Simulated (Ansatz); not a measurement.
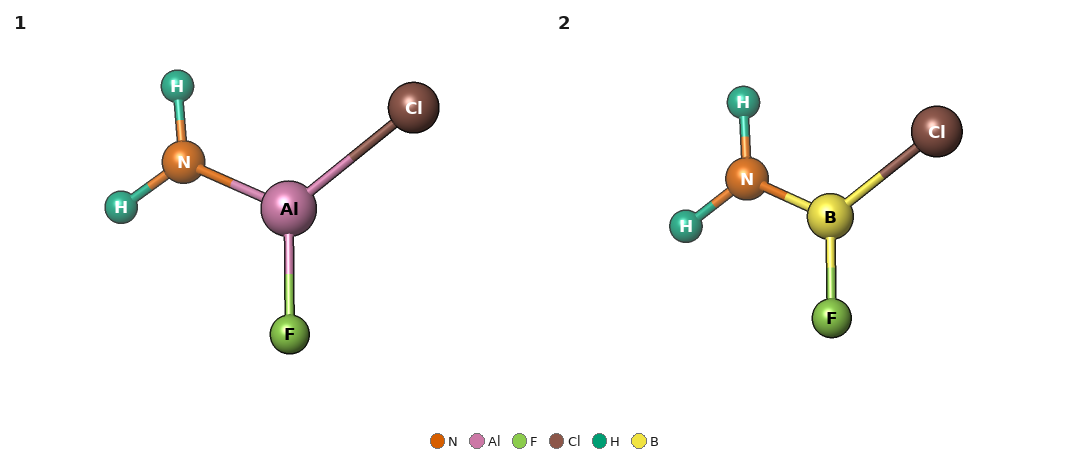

2 molecules with one skeleton, seen from the same side and at one scale. Each species is neutral and a spin singlet. Computed geometries: PBE0-D4/def2-TZVP optimisations, one conformation each. Properties computed with Ansatz 0.2.0.

One atom differs, called X below: Al in panel 1, B in panel 2. Their formulas are AlClFH2N (`[NH2][Al]([F])[Cl]`), BClFH2N (`NB(F)Cl`).

In which is the length of X–Cl larger (PBE0-D4/def2-TZVP)?

Answer. In panel 1 (X = Al).

In which is the vertical ionisation energy higher (PBE-D4/def2-TZVPP)?

Answer. In panel 2 (X = B).

Give the values. With PBE0-D4/def2-TZVP: length of X–Cl (Å), length of X–F (Å), length of X–N (Å), angle N–X–F (°). With PBE-D4/def2-TZVPP: dipole moment (D), HOMO energy (Kohn–Sham orbital) (eV), HOMO–LUMO gap (eV), vertical ionisation energy (eV).

| quantity | 1 (Al) | 2 (B) | 2 − 1 |
| --- | --- | --- | --- |
| length of X–Cl (Å) | 2.079 | 1.766 | −0.313 |
| length of X–F (Å) | 1.641 | 1.328 | −0.313 |
| length of X–N (Å) | 1.746 | 1.388 | −0.358 |
| angle N–X–F (°) | 119.8 | 120.6 | +0.8 |
| dipole moment (D) | 2.43 | 2.77 | +0.34 |
| HOMO energy (Kohn–Sham orbital) (eV) | −6.59 | −7.12 | −0.53 |
| HOMO–LUMO gap (eV) | 5.11 | 7.03 | +1.92 |
| vertical ionisation energy (eV) | 10.26 | 10.68 | +0.42 |
